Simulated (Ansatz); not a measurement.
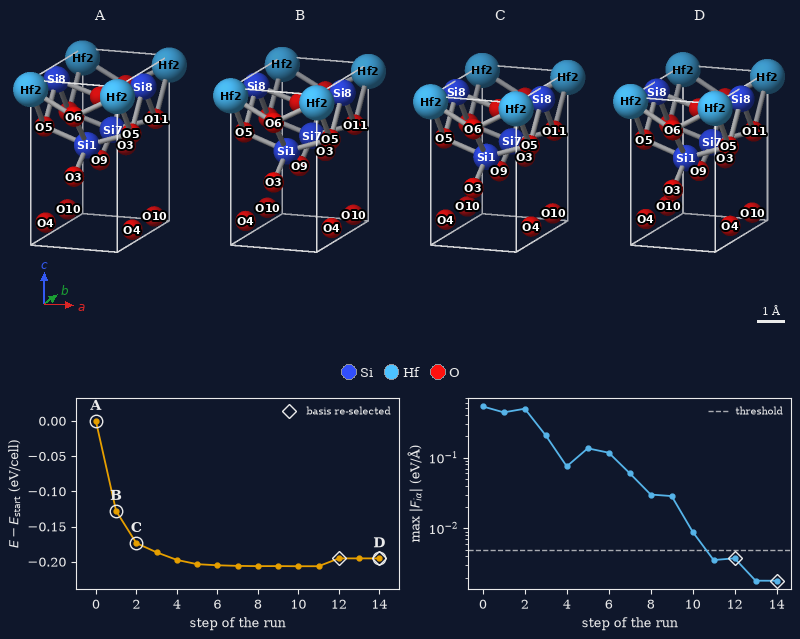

Frames of a relaxation of a crystal of HfSi3O8 (built on the tetragonal host type), marked on the history of the run. Style: ball-and-stick. Shown: the cell of the calculation, slightly off an axis.

Computed with DFT, r2SCAN, plane waves, PAW in Ansatz.

Input file:
```yaml
crystal:
  lattice:
    - [3.5379272715, 0.0, 0.0]
    - [0.0, 5.7662842594, 0.0]
    - [0.0, 0.0, 6.4912079992]
  atoms:
    - { symbol: Si, position: [0.5, 0.2529976242, 0.5773716414] }
    - { symbol: Hf, position: [0.0, 0.0, -0.0583230549] }
    - { symbol: O, position: [0.5, 0.0, 0.4360891234] }
    - { symbol: O, position: [0.0, 0.2898907464, 0.0811804526] }
    - { symbol: O, position: [0.0, 0.2659259033, 0.6670479112] }
    - { symbol: O, position: [0.5, 0.0, 0.7987948811] }
    - { symbol: Si, position: [0.5, 0.7470023758, 0.5773716414] }
    - { symbol: Si, position: [0.0, 0.5, -0.0926759277] }
    - { symbol: O, position: [0.5, 0.5, 0.4402696286] }
    - { symbol: O, position: [0.0, 0.7101092536, 0.0811804526] }
    - { symbol: O, position: [0.0, 0.7340740967, 0.6670479112] }
    - { symbol: O, position: [0.5, 0.5, 0.8246453391] }
kpoints:
  mp_grid: { grid: [6, 4, 4] }
hamiltonian:
  xc: r2scan
scf:
  occupations: { method: fermi_dirac, width: 0.02 }
relax:
  f_tol: 0.005
  cell: {}
output:
  write_density: true
  write_potential: true
  elf: true
  volumetric_format: npy
```

### Describe the path.

After 12 accepted moves (14 points after the start) the energy has fallen by 0.195 eV per cell of the calculation. Largest force component: 0.53 eV/Å at the start, 0.0018 eV/Å at the end. The pressure goes from −6.58 to 0.00 GPa. At 2 points the geometry stayed and the basis and grid were re-selected for the new cell (energy shift of 11.1 meV per cell of the calculation at most each time). The largest move relative to the cell is that of O3, 0.23 Å along −c. Largest moves by element: O 0.23 Å, Hf 0.16 Å, Si 0.12 Å. The drawn cell changes as follows: a 3.538 → 3.444 Å (−2.6 %), b 5.766 → 5.815 Å (+0.8 %), c 6.491 → 5.822 Å (−10.3 %); the volume changes by −11.9 %. Near-neighbour distances that change, for instance: Hf2–Hf2 3.538 → 3.444 Å, Si8–O12 1.849 → 1.799 Å, Si1–O5 1.864 → 1.817 Å, O5–Si8 2.063 → 2.098 Å. Bond angles that change, for instance: Si1–O9–Si7 116.0° → 120.9°, O6–Hf2–O6 124.7° → 120.1°, Hf2–O6–Hf2 124.7° → 120.1°. The space group stays Pmm2 (No. 25). From step 0 to 1: O atoms move most (0.09 Å), volume −6.0 %, energy −0.128 eV per cell of the calculation. From step 1 to 2: O atoms move most (0.09 Å), volume −5.8 %, energy −45.6 meV per cell of the calculation. From step 2 to 14: O3 moves most (0.06 Å), volume −0.5 %, energy −21.7 meV per cell of the calculation.

```
step  E − E(0), meV/atom  largest force component, eV/Å  pressure, GPa  volume, Å³/atom                      note
   0                0.00                         0.5304          -6.58           11.035                          
   1              -10.65                         0.4375          -2.35           10.368                          
   2              -14.45                         0.4930           2.23            9.766                          
   3              -15.54                         0.2061           0.89            9.921                          
   4              -16.44                         0.0752           0.38            9.825                          
   5              -16.94                         0.1355           0.24            9.690                          
   6              -17.07                         0.1175           0.18            9.690                          
   7              -17.14                         0.0602          -0.17            9.725                          
   8              -17.17                         0.0300           0.05            9.709                          
   9              -17.17                         0.0286          -0.12            9.720                          
  10              -17.18                         0.0089           0.03            9.709                          
  11              -17.18                         0.0036           0.00            9.712                          
  12              -16.26                         0.0038           0.06            9.712  same geometry, new basis
  13              -16.25                         0.0018           0.00            9.717                          
  14              -16.26                         0.0018           0.00            9.717  same geometry, new basis
```
